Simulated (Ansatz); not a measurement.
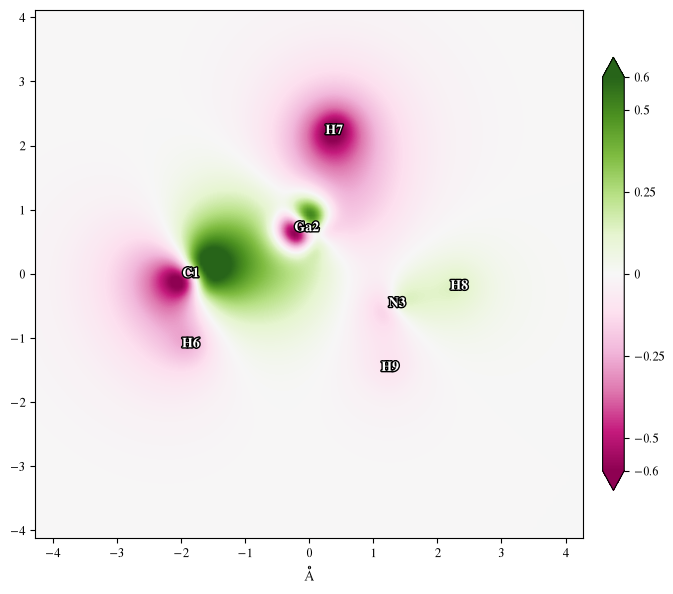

*CH6GaN (SMILES [CH3][GaH][NH2]). The HOMO−1 on the plane of atoms C1, Ga2 and N3 (values in Å⁻³ᐟ²; the overall sign is arbitrary).*

Geometry: PBE0-D4/def2-TZVP.

Method: Ansatz, RKS PBE0-D4/def2-TZVPP.

Input

```
crystal:
  periodic: [false, false, false]
  atoms:
    - {symbol: C, position_ang: [-0.279100, 0.944668, -1.124790]}
    - {symbol: Ga, position_ang: [0.513388, -0.531858, -0.104388]}
    - {symbol: N, position_ang: [-0.068180, -0.807640, 1.596756]}
    - {symbol: H, position_ang: [-0.755984, 0.568332, -2.033077]}
    - {symbol: H, position_ang: [0.493364, 1.652233, -1.435637]}
    - {symbol: H, position_ang: [-1.026297, 1.483452, -0.540124]}
    - {symbol: H, position_ang: [1.617887, -1.521304, -0.608688]}
    - {symbol: H, position_ang: [0.276534, -1.536607, 2.197701]}
    - {symbol: H, position_ang: [-0.771612, -0.251286, 2.052236]}
basis:
  gaussian: {orbitals: def2-TZVPP}
hamiltonian: {xc: pbe0, dispersion: d4}
output: {orbitals: {seedname: orbitals}}
```

Command:

```sh
ansatz run in.yaml --threads 2 --pin off --events-out ev --progress --plain --max-ram 32768MiB --backend cpu
```

What is the character of this orbital?

Answer. By Hirshfeld shares it lies mainly on C1 (about 35 %), Ga2 (about 30 %) and H7 (about 25 %). Its energy is −7.95 eV.
